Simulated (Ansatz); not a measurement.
```
CELL_PARAMETERS angstrom
3.86846 0.00000 0.00000
0.00000 3.86846 0.00000
0.00000 0.00000 13.70272
ATOMIC_POSITIONS crystal
Bi 0.00000 0.00000 0.00000
Bi 0.50000 0.50000 0.50000
Cu 0.00000 0.50000 0.25000
Cu 0.50000 0.00000 0.75000
Cu 0.50000 0.00000 0.25000
Cu 0.00000 0.50000 0.75000
S 0.00000 0.00000 0.36000
S 0.50000 0.50000 0.86000
S 0.00000 0.00000 0.64000
S 0.50000 0.50000 0.14000
```

Space group I4/mmm; built by placing these elements on a known structure type; computed pressure about −7 GPa in this cell; computed without spin polarisation.

Level of theory: DFT, PAW plane waves, HSE06 in Ansatz 0.2.0.

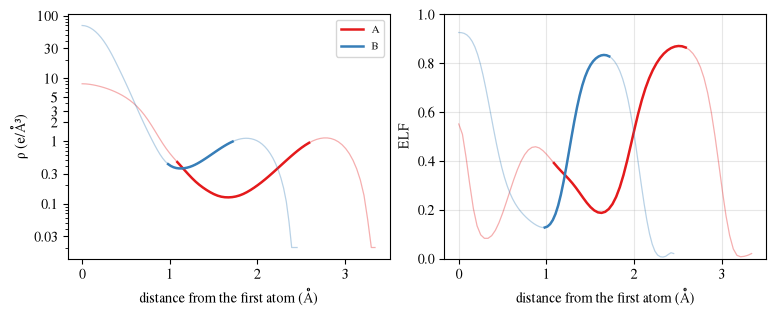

Cu2BiS2. Valence charge density (pseudo) and ELF along straight lines between neighbouring atoms. Thin, pale parts lie inside the atomic spheres.

Core electrons are frozen (PAW), and the valence fields are smoothed inside the atomic spheres.

Question: Which curve belongs to which contact (Bi–S and Cu–S)? The first atom named is at distance zero.

Answer: Curve A: Bi–S (3.34 Å): ρ at the midpoint is about 0.13 e/Å³; the ELF is about 0.20 at the midpoint; no shared electron pair shows on this line. Curve B: Cu–S (2.45 Å): the density is about 0.39 e/Å³ at the midpoint; the ELF peaks at about 0.85 in the valence shell of S, 0.8 Å from its nucleus, and is about 0.35 at the midpoint.
